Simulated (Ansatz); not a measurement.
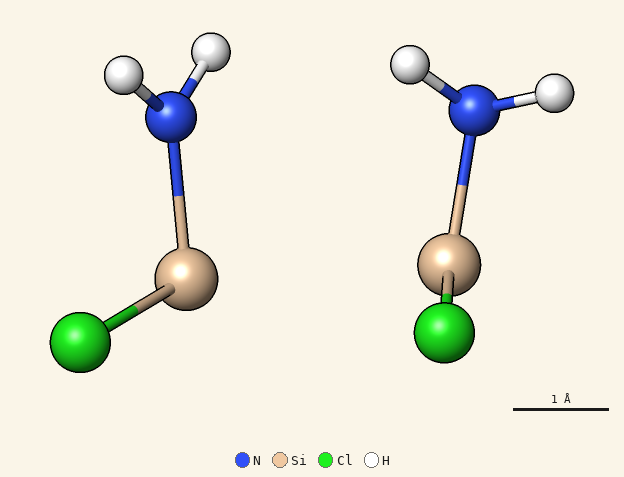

Two geometries of SiNH₂Cl, drawn at one scale. One is the start of a relaxation, the other its converged end. The picture is a ball-and-stick view, seen from a free direction.

All numbers below come from Ansatz, RKS revPBE-D4/6-31G*. Set-up: no spin polarisation; force threshold 0.02 eV/Å; at most 40 steps.

Which one is relaxed?

Answer. The left one is the relaxed one. The run prepares the start of a later molecular dynamics calculation, from a guessed geometry. An H atom moves most after the best rigid fit: 1.00 Å. By element the largest moves are H 1.00 Å, Cl 0.56 Å, Si 0.56 Å, N 0.30 Å. Some distances before and after: Cl–Si 2.052 → 2.146 Å, N–Si 1.654 → 1.735 Å, H–N 0.991 → 1.023 Å, H–N 1.013 → 1.023 Å. Among the angles between lasting bonds that change: Si–N–H 114.3° → 126.3°, H–N–H 101.5° → 112.5°, Si–N–H 111.1° → 121.1°. After 9 geometry steps the energy has fallen by 1.171 eV. The largest force component goes from 3.6 to 0.017 eV/Å.
